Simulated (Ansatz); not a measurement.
## Profile along the Zr–O line in BaZrO3 (cubic perovskite)

BaZrO3 (cubic perovskite)

Space group Pm-3m (No. 221); a = b = c = 4.181 Å, α = β = γ = 90.00°

```
atom  site  symmetry       x       y       z
----  ----  --------  ------  ------  ------
Ba      1a      m-3m  0.0000  0.0000  0.0000
Zr      1b      m-3m  0.5000  0.5000  0.5000
O       3c    4/mm.m  0.0000  0.5000  0.5000
```

Fields along a shortest Zr–O line of a {110} plane (2.09 Å), from Zr to O, interpolated on the slice's grid (step about 0.3 Å). Computed with PBEsol (plane waves to 420 eV, PAW, scalar-relativistic; Ansatz, an electronic-structure program). k mesh 8×8×8. Near the nuclei the fields are pseudised (PAW); where an atom keeps semicore shells as valence, they peak there. BaZrO3 is run without spin polarisation. BaZrO3 was relaxed with its symmetry unable to fall.

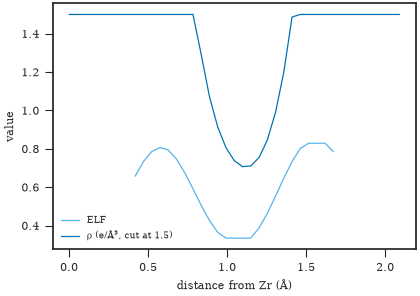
ELF (away from the nuclei) and valence density from Zr to O.

Density on the Zr–O line (2.09 Å) at its density minimum, 1.1 Å from Zr: 0.71 e/Å³. ELF at that point: 0.3.
